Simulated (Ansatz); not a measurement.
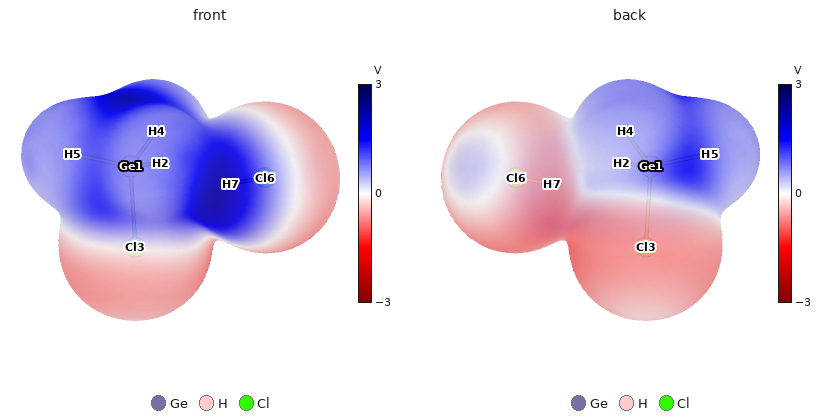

Figure 1: ClGeH3···HCl. The molecular electrostatic potential painted on the density surface at 0.002 e/bohr³, seen from the front and from behind; the colour scale runs from red (negative) to blue (positive).

Not at a stationary point (largest force 1.3 eV/Å).

These are results of Ansatz, RKS PBE0-D4/def2-SVP, not measurements.

```json
{"atom": "Ge", "x (Å)": "-0.1079", "y (Å)": "-0.1783", "z (Å)": "-0.0831"}
{"atom": "H", "x (Å)": "-0.0004", "y (Å)": "-0.1413", "z (Å)": "1.4598"}
{"atom": "Cl", "x (Å)": "1.9006", "y (Å)": "-0.3866", "z (Å)": "-0.8491"}
{"atom": "H", "x (Å)": "-0.7180", "y (Å)": "1.1121", "z (Å)": "-0.6310"}
{"atom": "H", "x (Å)": "-0.8845", "y (Å)": "-1.4280", "z (Å)": "-0.5224"}
{"atom": "Cl", "x (Å)": "1.2342", "y (Å)": "2.5369", "z (Å)": "1.5205"}
{"atom": "H", "x (Å)": "1.0727", "y (Å)": "1.2953", "z (Å)": "1.9706"}
```

> Which sites attract a positive test charge, and which a negative one?

A positive charge is drawn to the negative regions and a negative charge to the positive ones. The most negative region (about −0.8 V) lies over Cl3 and Cl6, the most positive (about +2.1 V) over Ge1 and H7. Cl6 shows a σ-hole: about +0.3 V at the tip opposite its bond, against about −0.4 V on its flanks.
